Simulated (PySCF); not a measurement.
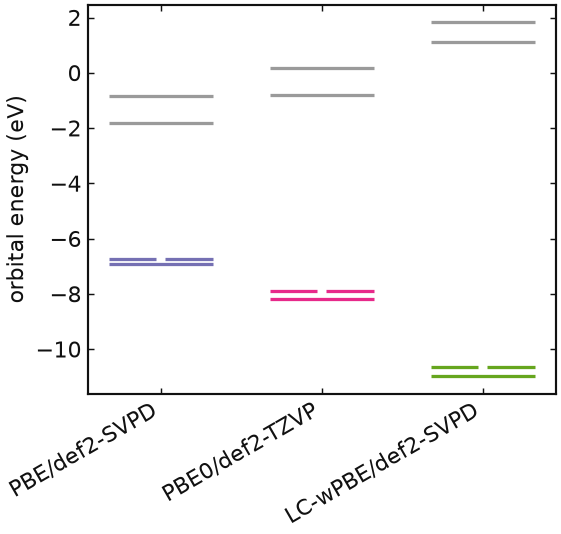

Frontier orbital energies of C₃H₅BrGe, SMILES CC#[C][GeH2][Br], singlet at one geometry, PySCF, at a PBE0-D3(BJ)/def2-SVP geometry (no frequency check). Empty levels are grey, levels within 0.1 eV stand side by side; all columns show the same few orbitals around the gap.

### Compare the HOMO-LUMO separations.

The separation grows from 4.92 eV (PBE/def2-SVPD) to 11.75 eV (LC-wPBE/def2-SVPD).

```
            level  HOMO (eV)  LUMO (eV)  separation (eV)
    PBE/def2-SVPD      −6.72      −1.80             4.92
   PBE0/def2-TZVP      −7.88      −0.81             7.07
LC-wPBE/def2-SVPD     −10.64       1.11            11.75
```

Caveats, for all or some of the runs: empty levels above zero depend strongly on the basis; spin-orbit coupling is left out, and with Br it can shift these levels and split any degenerate set.
